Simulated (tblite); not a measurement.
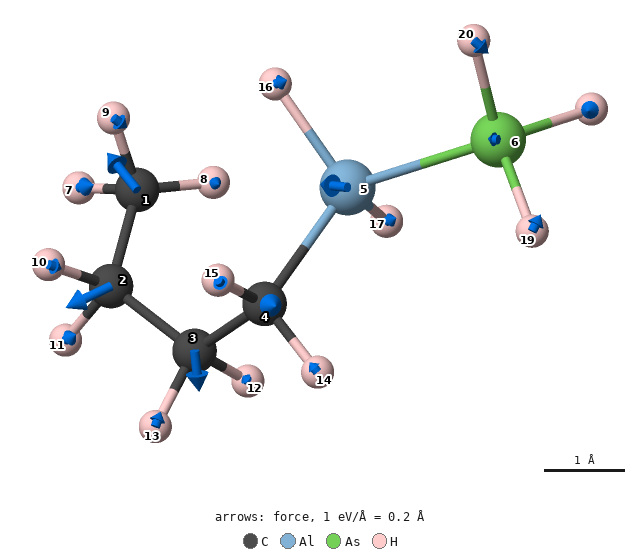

Starting geometry of C₄H₁₄AlAs with the computed forces as blue arrows. The picture is a ball-and-stick view, seen at a tilt.

All numbers below come from tblite 0.8.0, GFN2-xTB geometry optimisation, gas phase. 

What follows when this structure is relaxed?

Answer. It isn't relaxed: the largest force vector, on a C atom, is 3.65 eV/Å. The final displacements have little in common with the starting forces (cosine between the two patterns 0.28). The largest move after the best rigid fit is that of an H atom, 1.08 Å. By element the largest moves are H 1.08 Å, As 0.34 Å, Al 0.31 Å, C 0.26 Å. Some distances before and after: Al–C 3.154 → 2.775 Å, Al–As 2.447 → 2.653 Å, As–H 1.569 → 1.490 Å, C–H 1.156 → 1.088 Å. Bond angles that change, for instance: Al–As–H 112.3° → 164.7°, As–Al–H 105.7° → 84.2°, Al–As–H 107.4° → 88.2°. Groups turn about C–C by about 25°. Over 151 geometry steps the energy falls by 48.1 kcal/mol.
